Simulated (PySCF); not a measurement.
# PH (SMILES [PH]) at 6 levels

Wanted: a comparison of 6 runs (U-r2SCAN/def2-SVP, U-wB97X-V/def2-SVP, UPBE/def2-SVP, UPBE0/def2-SVP, USVWN5/def2-SVP, NEVPT2(4,4)/def2-SVP) of PH. Input form: a Python script.

Program for the calculation: PySCF 2.14.0.

4 further runs of the same task are left out: 4 set aside as unsound or not needed.

### Step 1. The structure to begin with

The species is PH (2 atoms), meant as a triplet with charge 0. SMILES: `[PH]`. Geometry: relaxed at PBE0-D4/def2-TZVP.

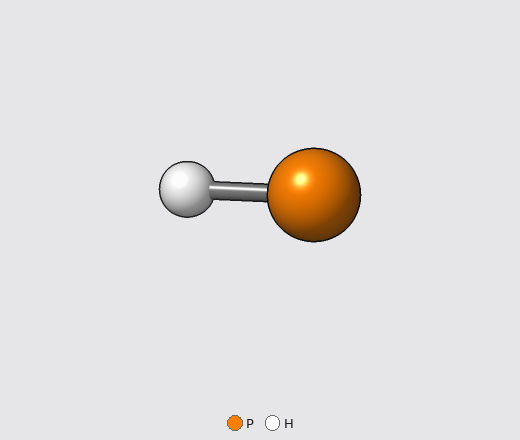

The structure, seen from a chosen angle (phosphorus orange, hydrogen white).

### Step 2. A single-point energy at U-r2SCAN/def2-SVP (run 1)

input.py reads:

```python
from pyscf import gto, dft

mol = gto.M(
    atom='''
P      0.000000     0.000000    -0.014610
H      0.000000     0.000000     1.413680
''',
    basis='def2-svp',
    verbose=3,
    spin=2,
    max_memory=1860,
)

mf = dft.UKS(mol)
mf.xc = 'r2scan'
mf.conv_tol = 1e-10
mf.grids.level = 5
mf.kernel()
if not mf.converged:
    mf = mf.newton().run(mf.mo_coeff, mf.mo_occ)

etot = mf.e_tot
print(f'total energy: {etot:.8f} hartree')
```

Launch:

```
$ OMP_NUM_THREADS=1 python input.py
```

What it wrote:

```text
WARN: HOMO -0.203742156776028 >= LUMO -0.20374215677603

converged SCF energy = -341.742515682728  <S^2> = 2.0101844  2S+1 = 3.006782
total energy: -341.74251568 hartree
```

Run time: 2.9 s. Hardware: 1 thread of Arm Neoverse V1, shared host; peak memory 0.2 GiB.

### Step 3. A single-point energy at U-wB97X-V/def2-SVP (run 2)

calc.py reads:

```python
# HP
from pyscf import gto, dft

mol = gto.M(
    atom=[
    ('P', (-0.000000, -0.000000, -0.014610)),
    ('H', (0.000000, 0.000000, 1.413680)),
],
    charge=0,
    basis='def2-svp',
    max_memory=1860,
    verbose=4,
    spin=2,
)

calc0 = dft.UKS(mol, xc='wb97x-v')
calc0.grids.level = 5
calc0.nlcgrids.level = 1
calc0.conv_tol = 1e-10
calc0.kernel()
if not calc0.converged:
    calc0 = calc0.newton().run(calc0.mo_coeff, calc0.mo_occ)

e_final = calc0.e_tot
print('E = %.10f Eh' % e_final)
```

Launch:

```
$ OMP_NUM_THREADS=1 python calc.py
```

What it wrote:

```text
PySCF version 2.14.0

[INPUT] num. atoms = 2
[INPUT] num. electrons = 16
[INPUT] charge = 0
[INPUT] spin (= nelec alpha-beta = 2S) = 2
[INPUT] symmetry False subgroup None
[INPUT] Mole.unit = angstrom
[INPUT] Symbol           X                Y                Z      unit          X                Y                Z       unit  Magmom
[INPUT]  1 P      0.000000000000   0.000000000000  -0.014610000000 AA    0.000000000000   0.000000000000  -0.027608898680 Bohr   0.0
[INPUT]  2 H      0.000000000000   0.000000000000   1.413680000000 AA    0.000000000000   0.000000000000   2.671468027775 Bohr   0.0

nuclear repulsion = 5.55745553340008
number of shells = 11
number of NR pGTOs = 43
number of NR cGTOs = 23
basis = def2-svp
ecp = {}

[... 45 lines left out ...]
WARN: HOMO -0.19812914737621 >= LUMO -0.198129147376217
[... 38 lines left out ...]
converged SCF energy = -341.707719357139  <S^2> = 2.0050543  2S+1 = 3.0033677
E = -341.7077193571 Eh
```

Wall time 5.4 s (1 thread of Arm Neoverse V1, shared host); peak memory 0.19 GiB.

Runs 3 to 4 aren't shown in full; the table further down has their settings and results.

### Step 4. A single-point energy at USVWN5/def2-SVP (run 5)

run.py reads:

```python
from pyscf import gto, dft

mol = gto.Mole()
mol.atom = '''
P    0.000000   0.000000  -0.014610
H    0.000000   0.000000   1.413680
'''
mol.verbose = 3
mol.max_memory = 1860
mol.basis = 'def2-svp'
mol.charge = 0
mol.spin = 2
mol.build()

mf = dft.UKS(mol, xc='svwn')
mf.conv_tol = 1e-10
mf.grids.level = 5
mf.kernel()
if not mf.converged:
    mf = mf.newton().run(mf.mo_coeff, mf.mo_occ)

etot = mf.e_tot
print('E(%s) = %.9f' % ('SVWN5', etot))
```

Launch:

```
$ OMP_NUM_THREADS=1 python run.py
```

What it wrote:

```text
WARN: HOMO -0.202444071016075 >= LUMO -0.202444071016078

converged SCF energy = -340.481401076173  <S^2> = 2.0028787  2S+1 = 3.0019185
E(SVWN5) = -340.481401076
```

Wall time 1.4 s (1 thread of Arm Neoverse V1, shared host); peak memory 0.14 GiB.

### Step 5. A single-point energy at NEVPT2(4,4)/def2-SVP (run 6)

run.py reads:

```python
import numpy
from pyscf import gto, scf, mp, mcscf, mrpt

mol = gto.Mole()
mol.atom = '''
P      0.000000     0.000000    -0.014610
H      0.000000     0.000000     1.413680
'''
mol.spin = 2
mol.verbose = 4
mol.max_memory = 1860
mol.basis = 'def2-svp'
mol.build()

hf = scf.ROHF(mol)
hf.conv_tol = 1e-10
hf.kernel()
if not hf.converged:
    hf = hf.newton().run(hf.mo_coeff, hf.mo_occ)

pt = mp.MP2(scf.addons.convert_to_uhf(hf)).run()
noons, natorbs = mcscf.addons.make_natural_orbitals(pt)
print('natural occupations', numpy.round(noons[:40], 4))
cas = mcscf.CASSCF(hf, 4, 4)
cas.fix_spin_(ss=2.0)
cas.natorb = True
cas.kernel(natorbs)
e_pt2 = mrpt.NEVPT(cas).kernel()
e_tot = cas.e_tot + e_pt2
print('Final energy', e_tot)
```

Launch:

```
$ OMP_NUM_THREADS=1 python run.py
```

What it wrote:

```text
PySCF version 2.14.0

[INPUT] num. atoms = 2
[INPUT] num. electrons = 16
[INPUT] charge = 0
[INPUT] spin (= nelec alpha-beta = 2S) = 2
[INPUT] symmetry False subgroup None
[INPUT] Mole.unit = angstrom
[INPUT] Symbol           X                Y                Z      unit          X                Y                Z       unit  Magmom
[INPUT]  1 P      0.000000000000   0.000000000000  -0.014610000000 AA    0.000000000000   0.000000000000  -0.027608898680 Bohr   0.0
[INPUT]  2 H      0.000000000000   0.000000000000   1.413680000000 AA    0.000000000000   0.000000000000   2.671468027775 Bohr   0.0

nuclear repulsion = 5.55745553340008
number of shells = 11
number of NR pGTOs = 43
number of NR cGTOs = 23
basis = def2-svp
ecp = {}

[... 35 lines left out ...]
converged SCF energy = -341.169931575878
[... 34 lines left out ...]
sorting_mo_energy = False
[... 28 lines left out ...]
1-step CASSCF converged in   7 macro ( 88 JK  22 micro) steps
[... 2 lines left out ...]
Natural orbital (expansion on meta-Lowdin AOs) in CAS space
[... 12 lines left out ...]
CASSCF energy = -341.186761486000
[... 6 lines left out ...]
Natural orbital (expansion on meta-Lowdin AOs) in CAS space
[... 22 lines left out ...]
Nevpt2 Energy = -0.080623940560496
Final energy -341.26738542656034
```

It took 1.1 s on 1 thread of Arm Neoverse V1, shared host; peak memory 0.12 GiB.

### Step 6. The series

```
run                 level  nlc grid  integration grid  energy (Eh)  dipole moment (D) of the reference  HOMO energy (eV)  LUMO energy (eV)  wall time
  1     U-r2SCAN/def2-SVP         –                 5  -341.742516                                0.70             -6.48             -3.27      2.9 s
  2    U-wB97X-V/def2-SVP         1                 5  -341.707719                                0.66             -9.48             -0.62      5.4 s
  3         UPBE/def2-SVP         –                 5  -341.604022                                0.62             -5.97             -3.67      1.9 s
  4        UPBE0/def2-SVP         –                 5  -341.637721                                0.66             -7.27             -2.60      1.9 s
  5       USVWN5/def2-SVP         –                 5  -340.481401                                0.66             -5.92             -4.07      1.4 s
  6  NEVPT2(4,4)/def2-SVP         –                 –  -341.267385                                0.66                 –                 –      1.1 s
```

### Step 7. What came out

| quantity | value |
| --- | --- |
| run 6: total energy | -341.26739 Eh |
| run 6: dipole moment (Hartree–Fock density) | 0.66 D |

**Reading.** Over runs 1, 2, 3, 4, 5 the dipole moment (its size) runs from 0.62 D (UPBE/def2-SVP) to 0.70 D (U-r2SCAN/def2-SVP). Totals of different functionals can't be ranked against each other. All runs together took 15 s, the longest 5.4 s.
